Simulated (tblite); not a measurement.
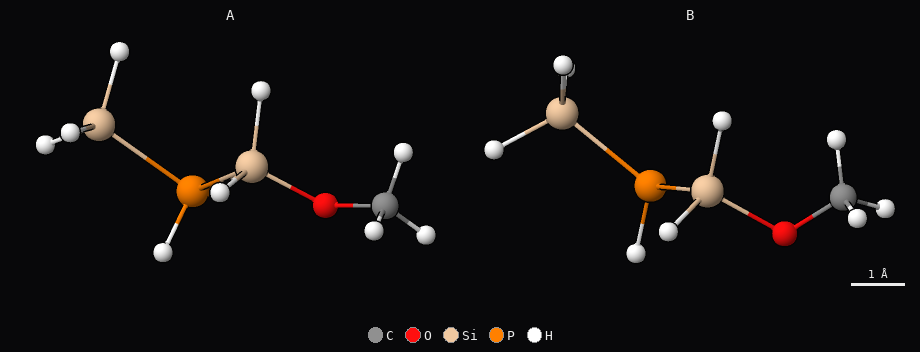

Two geometries of CH9OPSi2, drawn at one scale. One is the start of a relaxation, the other its converged end. The picture is a ball-and-stick view, seen from a free direction.

All numbers below come from GFN2-xTB geometry optimisation, gas phase in tblite 0.8.0. 

Which one is relaxed?

Answer. Structure A is the relaxed one. Over 192 geometry steps the energy falls by 0.909 eV. The largest move after the best rigid fit is that of an H atom, 1.46 Å. By element the largest moves are H 1.46 Å, O 0.63 Å, Si 0.61 Å, P 0.34 Å, C 0.17 Å. Among the contacts that change: O–Si 1.716 → 1.614 Å, H–P 1.441 → 1.380 Å, P–Si 2.178 → 2.222 Å, C–H 1.113 → 1.090 Å. Bond angles that change, for instance: Si–P–H 114.9° → 95.5°, Si–P–H 113.6° → 95.9°, Si–P–Si 114.3° → 98.1°. Groups turn about O–Si by about 50°, C–O by about 30°.
